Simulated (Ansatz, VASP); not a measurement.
**MgHgO2: VASP beside Ansatz**

One calculation is typed for both programs; each brings its own data sets and cutoff. How far apart do they land? The cell is invented: As first built, before any earlier steps moved the atoms: it takes the BaSrO2 structure with some of its atoms replaced by other elements, volume scaled by an estimate. It may not be a known or stable phase. The cell comes out of the VASP series on this material, whose earlier steps may have relaxed, scaled or displaced it; both programs get it as it stands.

Main program and level: Ansatz 0.2.0; plane waves, with VASP 6.6.1 beside it; band structure at PBE, band structure at PBE, spin-orbit coupling and electric field gradients at PBE.

## (1) The starting structure

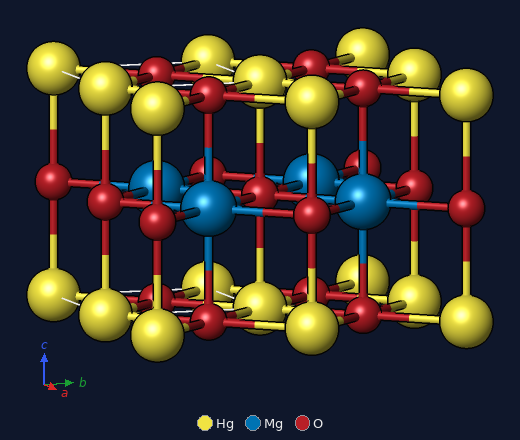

The starting structure, seen slightly off an axis (mercury yellow, magnesium blue, oxygen red). 2×2×1 cells are drawn. Some periodic images of atoms are drawn too.

## (2) VASP: band structure, PBE

The same path points are solved in both programs, so levels can be compared one by one.

Lines of VASP's logs that name or quote its potential files are left out, and so is its time.

The input, INCAR:

```
SYSTEM = MgHgO2
PREC = Accurate
ENCUT = 520
EDIFF = 1E-06
NELM = 100
ISMEAR = 0
SIGMA = 0.05
LREAL = .FALSE.
ALGO = Normal
GGA = PE
NBANDS = 27
LORBIT = 11
LWAVE = .FALSE.
LCHARG = .FALSE.
KPAR = 2
```

The input, POSCAR:

```
MgHgO2
1.0
    3.3285917609      0.0000000000      0.0000000000
    0.0000000000      3.3285917609      0.0000000000
    0.0000000000      0.0000000000      4.6680477261
Hg Mg O
1 1 2
Direct
    0.0000000000      0.0000000000      0.0000000000
    0.5000000000      0.5000000000      0.5000000000
    0.5000000000      0.5000000000      0.0000000000
    0.0000000000      0.0000000000      0.5000000000
```

The input, KPOINTS:

```
Automatic mesh
0
Gamma
8 8 6
0 0 0
```

The input, KPOINTS_OPT:

```
Line mode
16
Line-mode
Reciprocal
  0.00000000   0.00000000   0.00000000 GAMMA
  0.00000000   0.50000000   0.00000000 X

  0.00000000   0.50000000   0.00000000 X
  0.50000000   0.50000000   0.00000000 M

  0.50000000   0.50000000   0.00000000 M
  0.00000000   0.00000000   0.00000000 GAMMA

  0.00000000   0.00000000   0.00000000 GAMMA
  0.00000000   0.00000000   0.50000000 Z

  0.00000000   0.00000000   0.50000000 Z
  0.00000000   0.50000000   0.50000000 R

  0.00000000   0.50000000   0.50000000 R
  0.50000000   0.50000000   0.50000000 A

  0.50000000   0.50000000   0.50000000 A
  0.00000000   0.00000000   0.50000000 Z

  0.00000000   0.50000000   0.00000000 X
  0.00000000   0.50000000   0.50000000 R

  0.50000000   0.50000000   0.00000000 M
  0.50000000   0.50000000   0.50000000 A
```

PAW data sets: Hg, Mg and O (PBE family, release 64).

Launch:

```bash
$ mpirun -np 2 vasp_std
```

Numbers of over 12 decimals in the logs are rounded to 6 here.

What it wrote:

```text
[banner, memory and clock lines left out]
running    2 mpi-ranks, on    1 nodes
 distrk:  each k-point on    1 cores,    2 groups
 distr:  one band on    1 cores,    1 groups

 POSCAR found type information on POSCAR HgMgO
 POSCAR found :  3 types and       4 ions
 LDA part: xc-table for (Slater+PW92), standard interpolation
 POSCAR, INCAR and KPOINTS ok, starting setup
 FFT: planning ... GRIDC
 FFT: planning ... GRID_SOFT
 FFT: planning ... GRID
 WAVECAR not read
 entering main loop
       N       E                     dE             d eps       ncg     rms          rms(c)
DAV:   1     0.171238710720E+03    0.17124E+03   -0.13052E+04  3264   0.919E+02
DAV:   2    -0.113035782127E+02   -0.18254E+03   -0.16824E+03  3723   0.242E+02
DAV:   3    -0.197836852720E+02   -0.84801E+01   -0.84272E+01  3847   0.552E+01
DAV:   4    -0.198214375369E+02   -0.37752E-01   -0.37746E-01  3772   0.386E+00
DAV:   5    -0.198215755310E+02   -0.13799E-03   -0.13799E-03  3714   0.234E-01    0.148E+01
DAV:   6    -0.164664345803E+02    0.33551E+01   -0.75243E+00  3980   0.323E+01    0.122E+01
DAV:   7    -0.164324400330E+02    0.33995E-01   -0.14992E+00  3485   0.860E+00    0.695E+00
DAV:   8    -0.164017663539E+02    0.30674E-01   -0.26099E-01  3390   0.336E+00    0.120E+00
DAV:   9    -0.163878429558E+02    0.13923E-01   -0.30568E-02  3857   0.129E+00    0.232E-01
DAV:  10    -0.163879829002E+02   -0.13994E-03   -0.62499E-03  3488   0.504E-01    0.994E-02
DAV:  11    -0.163879995384E+02   -0.16638E-04   -0.25620E-04  3738   0.958E-02    0.520E-02
DAV:  12    -0.163880587226E+02   -0.59184E-04   -0.86144E-05  3549   0.658E-02    0.178E-02
DAV:  13    -0.163880606177E+02   -0.18951E-05   -0.60243E-06  3863   0.293E-02    0.566E-03
DAV:  14    -0.163880609230E+02   -0.30531E-06   -0.11845E-06  2678   0.651E-03
   1 F= -.16388061E+02 E0= -.16387360E+02  d E =-.140234E-02
 Start KPOINTS_OPT (optional k-point list driver)
k-point batch [1-60\144]
       N       E                     dE             ncg
DAV:   1     0.630905446927E+04   -0.26137E+05     3304
DAV:   2    -0.430261348185E+04   -0.10612E+05     3802
DAV:   3    -0.478545310026E+04   -0.48284E+03     3802
DAV:   4    -0.478759217151E+04   -0.21391E+01     3767
DAV:   5    -0.478760098943E+04   -0.88179E-02     3770
DAV:   6    -0.478760105058E+04   -0.61156E-04     3772
DAV:   7    -0.478760105107E+04   -0.48330E-06     2891
[...]
k-point batch [121-144\144]
       N       E                     dE             ncg
DAV:   1     0.342926733604E+05   -0.22920E+05     1320
DAV:   2     0.301015204707E+05   -0.41912E+04     1542
DAV:   3     0.299153821619E+05   -0.18614E+03     1530
DAV:   4     0.299145581735E+05   -0.82399E+00     1434
DAV:   5     0.299145548377E+05   -0.33358E-02     1464
DAV:   6     0.299145548144E+05   -0.23245E-04     1496
DAV:   7     0.299145548143E+05   -0.18613E-06     1082
```

Parts of OUTCAR (step 2):

```text
ion  position               nearest neighbor table
   1  0.000  0.000  0.000-   4 2.33   4 2.33   3 2.35   3 2.35   3 2.35   3 2.35   2 3.31   2 3.31
                             2 3.31   2 3.31   2 3.31   2 3.31   2 3.31   2 3.31
   2  0.500  0.500  0.500-   3 2.33   3 2.33   4 2.35   4 2.35   4 2.35   4 2.35   1 3.31   1 3.31
                             1 3.31   1 3.31   1 3.31   1 3.31   1 3.31   1 3.31
   3  0.500  0.500  0.000-   2 2.33   2 2.33   1 2.35   1 2.35   1 2.35   1 2.35
   4  0.000  0.000  0.500-   1 2.33   1 2.33   2 2.35   2 2.35   2 2.35   2 2.35

  LATTYP: Found a simple tetragonal cell.
 ALAT       =     3.3285917609
 C/A-ratio  =     1.4024092053

 Subroutine GETGRP returns: Found 16 space group operations
 (whereof 16 operations were pure point group operations)

The static configuration has the point symmetry D_4h.

 Found     60 irreducible k-points:

   k-points           NKPTS =     60   k-points in BZ     NKDIM =     60   number of bands    NBANDS=     27

   dimension x,y,z NGX =    28 NGY =   28 NGZ =   36
   dimension x,y,z NGXF=    56 NGYF=   56 NGZF=   72

   ENCUT  =  520.0 eV  38.22 Ry    6.18 a.u.   6.19  6.19  8.68*2*pi/ulx,y,z

   NELECT =      26.0000    total number of electrons

 k-points in reciprocal lattice and weights: Automatic mesh
   0.00000000  0.00000000  0.00000000       0.003
   0.12500000  0.00000000  0.00000000       0.010
   0.25000000  0.00000000  0.00000000       0.010
   0.37500000  0.00000000  0.00000000       0.010
   0.50000000  0.00000000  0.00000000       0.005
   0.12500000  0.12500000  0.00000000       0.010
   0.25000000  0.12500000  0.00000000       0.021
   0.37500000  0.12500000  0.00000000       0.021
   0.50000000  0.12500000  0.00000000       0.010
[...]
0.50000000  0.37500000  0.50000000       0.010
   0.50000000  0.50000000  0.50000000       0.003

 average (electrostatic) potential at core
       1 -38.8489       2 -38.1120       3 -71.6557       4 -71.5466

 E-fermi :   3.4155

 k-point     1 :       0.0000    0.0000    0.0000
  band No.  band energies     occupation
    ...
     10       0.1986      2.00000
     11       1.1471      2.00000
     12       1.2016      2.00000
     13       1.2016      2.00000
     14       1.6421      2.00000
     15       6.9340      0.00000
     16      11.2505      0.00000
     17      11.6484      0.00000
     18      15.9149      0.00000
     19      15.9149      0.00000
    ...

 k-point     2 :       0.1250    0.0000    0.0000
  band No.  band energies     occupation
    ...
     10       0.3753      2.00000
     11       0.5266      2.00000
     12       1.1381      2.00000
     13       1.4218      2.00000
     14       2.8667      2.00000
     15       7.3394      0.00000
     16      11.2221      0.00000
     17      11.5285      0.00000
     18      15.7263      0.00000
     19      15.7496      0.00000
    ...

 k-point     3 :       0.2500    0.0000    0.0000
  band No.  band energies     occupation
    ...
      9      -0.4410      2.00000
     10      -0.2864      2.00000
     11       0.8034      2.00000
     12       1.1009      2.00000
     13       2.1891      2.00000
     14       4.4398      0.00000
     15       8.2896      0.00000
     16      10.7935      0.00000
     17      11.1316      0.00000
     18      14.1261      0.00000
    ...

  Total        0.0141338      0.0141338     -0.0082561      0.0000000      0.0000000      0.0000000
  in kB        0.4378369      0.4378369     -0.2557566      0.0000000      0.0000000      0.0000000
  external PRESSURE =       0.2066391 kB  Pullay stress =       0.0000000 kB

  energy-cutoff  :      520.00
  volume of cell :       51.72
      direct lattice vectors                 reciprocal lattice vectors
     3.328591761  0.000000000  0.000000000     0.300427349  0.000000000  0.000000000
     0.000000000  3.328591761  0.000000000     0.000000000  0.300427349  0.000000000
     0.000000000  0.000000000  4.668047726     0.000000000  0.000000000  0.214222317

 POSITION                                       TOTAL-FORCE (eV/Angst)
 -----------------------------------------------------------------------------------
      0.00000      0.00000      0.00000         0.000000      0.000000      0.000000
      1.66430      1.66430      2.33402         0.000000      0.000000      0.000000
      1.66430      1.66430      0.00000         0.000000      0.000000      0.000000
      0.00000      0.00000      2.33402         0.000000      0.000000      0.000000
 -----------------------------------------------------------------------------------
    total drift:                                0.000000      0.000000     -0.000000

  FREE ENERGIE OF THE ION-ELECTRON SYSTEM (eV)
  ---------------------------------------------------
  free  energy   TOTEN  =       -16.3880609230 eV

  energy  without entropy=      -16.3866585822  energy(sigma->0) =      -16.38735975

 total charge
# of ion       s       p       d       tot
------------------------------------------
    1        0.574   0.351   9.520  10.444
    2        0.117   0.099   0.035   0.251
    3        1.585   3.333   0.000   4.919
    4        1.566   3.363   0.000   4.929
--------------------------------------------------
tot          3.842   7.146   9.555  20.543

[... 3 further parts left out ...]
```

The run ends at a pressure of 0.02 GPa.

## (3) Ansatz: band structure, PBE

Ansatz runs on its default PAW (the set named soft_2) files.

The same cell, functional, mesh and smearing now go to Ansatz, which takes its cutoff from its data sets.

The input, input.yaml:

```yaml
crystal:
  lattice:
    - [3.3285917609, 0.0, 0.0]
    - [0.0, 3.3285917609, 0.0]
    - [0.0, 0.0, 4.6680477261]
  atoms:
    - { symbol: Hg, position: [0.0, 0.0, 0.0] }
    - { symbol: Mg, position: [0.5, 0.5, 0.5] }
    - { symbol: O, position: [0.5, 0.5, 0.0] }
    - { symbol: O, position: [0.0, 0.0, 0.5] }
hamiltonian:
  xc: pbe
  pseudopotentials: { kind: paw }
kpoints:
  mp_grid: { grid: [8, 8, 6] }
  band_path:
    path:
      - [0.0, 0.0, 0.0]
      - [0.0, 0.13333, 0.0]
      - [0.0, 0.3, 0.0]
      - [0.0, 0.46667, 0.0]
      - [0.1, 0.5, 0.0]
      - [0.26667, 0.5, 0.0]
      - [0.43333, 0.5, 0.0]
      - [0.43333, 0.43333, 0.0]
      - [0.26667, 0.26667, 0.0]
      - [0.1, 0.1, 0.0]
      - [0.0, 0.0, 0.03333]
      - [0.0, 0.0, 0.2]
      - [0.0, 0.0, 0.36667]
      - [0.0, 0.0, 0.5]
      - [0.0, 0.16667, 0.5]
      - [0.0, 0.3, 0.5]
      - [0.0, 0.46667, 0.5]
      - [0.1, 0.5, 0.5]
      - [0.26667, 0.5, 0.5]
      - [0.43333, 0.5, 0.5]
      - [0.43333, 0.43333, 0.5]
      - [0.26667, 0.26667, 0.5]
      - [0.1, 0.1, 0.5]
      - [0.0, 0.5, 0.03333]
      - [0.0, 0.5, 0.2]
      - [0.0, 0.5, 0.36667]
      - [0.5, 0.5, 0.0]
      - [0.5, 0.5, 0.16667]
      - [0.5, 0.5, 0.33333]
      - [0.5, 0.5, 0.5]
    npoints: 1
scf:
  occupations: { method: gaussian, width: 0.05 }
  n_extra_bands: 8
output:
  forces: true
  stress: true
  eigenvalues: true
  write_density: true
  write_potential: true
  elf: true
  volumetric_format: npy
```

Launch:

```bash
$ ansatz run input.yaml --threads 2 --pin off --max-ram 4608MiB --backend cpu --events-out ev --progress --plain --runs-dir out
```

What it wrote:

```text
scf.n_extra_bands = 8 over 21 filled bands (N_el = 42.0): the run solves 29 bands
Engine: ansatz 0.2.0, aarch64-unknown-linux-gnu
Pseudopotentials: kind: paw
Pseudopotential: Hg, paw, valence charge 20, recommended cutoff 420 eV (normal), Hg.paw.azcp
Pseudopotential: Mg, paw, valence charge 10, recommended cutoff 420 eV (normal), Mg.paw.azcp
Pseudopotential: O, paw, valence charge 6, recommended cutoff 420 eV (normal), O.paw.azcp
Functional definition: PBE
  parameter kappa = 0.804
  parameter beta = 0.066725
  exchange = pbe_x(kappa = kappa, mu = beta*pi^2/3)
  correlation = pbe_c(beta = beta)
Crystal: 4 atoms, lattice volume = 51.720 Å³
Basis set: ecut = 420 eV, 1023 PW (Γ), exchange–correlation on 48×48×64 points (8 copies of the dense FFT grid, shifted against one another)
Bands: 29, of which v1, the nominal top of the filled ones, is band 21 counted from 1 (20 counted from 0)
Symmetry: 16 space group operations
Space group: P4/mmm (ITA 123), of the structure as read, at distance tolerance 3.7e-5 Å
k-points: 60 of 384
Non-local potential: Hg, projectors of the file, l = 0: 3, l = 1: 2, l = 2: 2, l = 3: 1
Non-local potential: Mg, projectors of the file, l = 0: 3, l = 1: 2, l = 2: 1
Non-local potential: O, projectors of the file, l = 0: 2, l = 1: 2, l = 2: 1
PAW form: soft (Blöchl's): semilocal exchange-correlation on the pseudo side does not see the compensation charge
PAW one-centre angular grid: Hg, 590 points (default); XC on 64 Gauss nodes
PAW one-centre angular grid: Mg, 110 points (default); XC on 64 Gauss nodes
PAW one-centre angular grid: O, 110 points (default); XC on 64 Gauss nodes
Initial density: superposition of atomic densities (neutral atoms: chi_scale 0, normalization atom), corrected by the library's trained network
Initial wavefunctions: pseudopotential atomic-orbital guess
Functional: x = pbe(κ = 0.804, μ = 0.219515), c = pbe(β = 0.066725)
SCF iter   1: F=—  HF=-16871.948635 eV  |F-HF|=—  |Δ(HF+E_count)|=         —  Δρ=2.35e-3  dr2=4.56e-3  ethr=1.77e-3  ⟨swp⟩=5.7  Hψ=7066  notcnv=0  defer=24
preconditioner: auto → Kerker (q_TF=auto, 2.635 Å⁻¹)  [metal: Δε(μ)=0.006 eV  Ē_g=14.703 eV  σ=0.050 eV  W_gap=0.07  n_scr=14 (ndim 8)  ℏωp=26.3 eV  f_vac=0.000  D(μ)=1.30/eV (n_scr^D=6)]
SCF iter   2: F=—  HF=-16871.950369 eV  |F-HF|=—  |Δ(HF+E_count)|=   1.73e-3  Δρ=1.45e-3  dr2=2.43e-3  ethr=1.09e-5  ⟨swp⟩=2.1  Hψ=2943  notcnv=0  defer=62
SCF iter   3: F=—  HF=-16871.949878 eV  |F-HF|=—  |Δ(HF+E_count)|=   4.91e-4  Δρ=4.72e-4  dr2=4.11e-4  ethr=5.78e-6  ⟨swp⟩=1.2  Hψ=1591  notcnv=0  defer=62
SCF iter   4: F=—  HF=-16871.949720 eV  |F-HF|=—  |Δ(HF+E_count)|=   1.57e-4  Δρ=2.50e-4  dr2=7.73e-5  ethr=9.78e-7  ⟨swp⟩=1.9  Hψ=1805  notcnv=0  defer=62
SCF iter   5: F=—  HF=-16871.949887 eV  |F-HF|=—  |Δ(HF+E_count)|=   1.67e-4  Δρ=9.41e-5  dr2=4.59e-6  ethr=1.84e-7  ⟨swp⟩=2.1  Hψ=2217  notcnv=0  defer=62
SCF iter   6: F=—  HF=-16871.949887 eV  |F-HF|=—  |Δ(HF+E_count)|=   2.14e-8  Δρ=2.65e-5  dr2=3.84e-7  ethr=1.09e-8  ⟨swp⟩=2.4  Hψ=2151  notcnv=0  defer=62
SCF iter   7: F=-16871.949887 eV  HF=-16871.949887 eV  |F-HF|=6.28e-9  |Δ(HF+E_count)|=   3.20e-8  Δρ=5.34e-6  dr2=1.62e-8  ethr=2.38e-10  ⟨swp⟩=11.7  Hψ=11273  notcnv=0
SCF 1 converged in 7 iterations: F = -16871.949887 eV  dr2 = 1.62e-8
  greatest PAW one-centre occupation: 1.000 electrons in one spin orbital (limit 2), on the Hg atom at site 0 (counted from 0), in its partial waves of l = 0
NSCF: frozen V_eff on 30 k-points
SCF converged after 7 iterations
Free energy (F): -16871.949887 eV
Harris-Foulkes:  -16871.949887 eV  (|F-HF|=6.28e-9)
Internal energy: -16871.948488 eV  (E = F + TS)
E sigma→0 (E₀):  -16871.949188 eV
Entropy (-TS):   -0.001399 eV (-0.350 meV/atom)
Fermi energy:    11.189584 eV
--- Per-component energies (eV) ---
  E_band       = -704.441287
  E_kinetic    = 1027.595587
  E_local      = -4569.212833  (includes V_loc(G=0)·N_el)
  E_nonlocal   = 266.353385
  E_hartree    = 1799.459147
  E_xc         = -396.675027
  E_vxc        = -487.698003  (∫ρ·V_xc dr)
  E_paw        = -10552.976110  (= ΣΔE_a)
  E_vpaw       = -540.402018  (= ΣTr[D̂ρ^β])
  E_aug_tail   = 0.005818  (compensation charges beyond the density's cutoff)
  E_ewald      = -4446.498455
  E_smearing   = -0.001399  (= −TS)
  E_closure    = 0.000000  (closes the sum)
  Σ components = -16871.949887   (vs F -16871.949887, Δ=0.00e0)
--- Forces (eV/Å), atoms counted from 1 ---
  atom   1  Hg    -0.00000000     0.00000000     0.00000000
  atom   2  Mg     0.00000000    -0.00000000     0.00000000
  atom   3  O      0.00000000     0.00000000     0.00000000
  atom   4  O      0.00000000    -0.00000000     0.00000000
  max |Σ_I F_I| component: 6.51e-30 eV/Å
--- Stress (GPa, compression-positive) ---
       -0.469711       0.000000       0.000000
        0.000000      -0.469711       0.000000
        0.000000       0.000000      -0.549953
  P = ⅓ Tr σ = -0.4965 GPa (-4.965 kbar)
--- Band table (eV; the first three rows and the last of 60) ---
  k-point 0: bands = [... 17 lower, 7.9562, 8.8926, 8.9498, 8.9498, 9.4335, 14.7407, 18.9974, 19.4232, ... 4 higher]
  k-point 1: bands = [... 17 lower, 8.0462, 8.1567, 8.9636, 8.9636, 10.7101, 14.8599, 19.0398, 19.3662, ... 4 higher]
  k-point 2: bands = [... 17 lower, 8.2080, 8.2080, 8.9989, 8.9989, 12.4242, 14.8395, 19.2537, 19.5696, ... 4 higher]
  k-point 59: bands = [... 17 lower, 7.7204, 7.9756, 7.9756, 8.7971, 15.0136, 17.8010, 18.2940, 18.2940, ... 4 higher]
```

It took 3.8 s on 2 threads of Arm Neoverse V1, shared host; peak memory 0.36 GiB.

## (4) Differences

Known differences besides the PAW data sets themselves: the data sets hold 42 valence electrons in Ansatz (default PAW (the set named soft_2) files) and 26 in VASP; the cutoff is 420 eV in Ansatz and 520 eV in VASP; VASP leaves aspherical gradient terms in its spheres out (LASPH is not set), Ansatz keeps them. Total energies have different zeros and are not compared.

Compared:

| quantity | Ansatz | VASP | difference |
| --- | --- | --- | --- |
| pressure (GPa) | -0.50 | 0.02 | -0.52 |

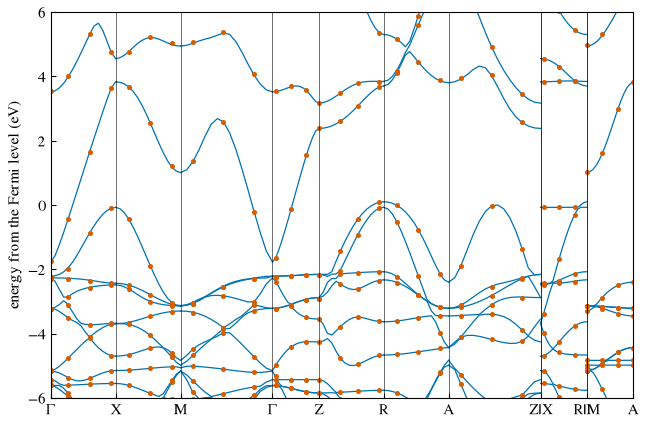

Bands from VASP (lines) and levels from Ansatz (dots). Dots without a line are higher empty bands that the VASP plot leaves out.

Levels from 3 eV below to 2 eV above the Fermi level differ by 15 meV r.m.s. and 31 meV at most; each VASP level is matched to the nearest of Ansatz, which flatters the figure a little. Ansatz's pressure holds a Pulay correction of 0.48 GPa; VASP's holds none.

(Part 1 of 2 ends here.)

[Lines on the potential files, build, host, timing and source positions are cut from VASP's logs without a mark.]

[Logs are printed without paths, hosts, clocks, repeated set-up lines and the standing remarks that a program may print on its own settings, such as how far it seeks lower states.]

[Hosts, paths, dates, database ids (printed as entryN), source tags and the programs' standing remarks are cut or masked in the printed files.]
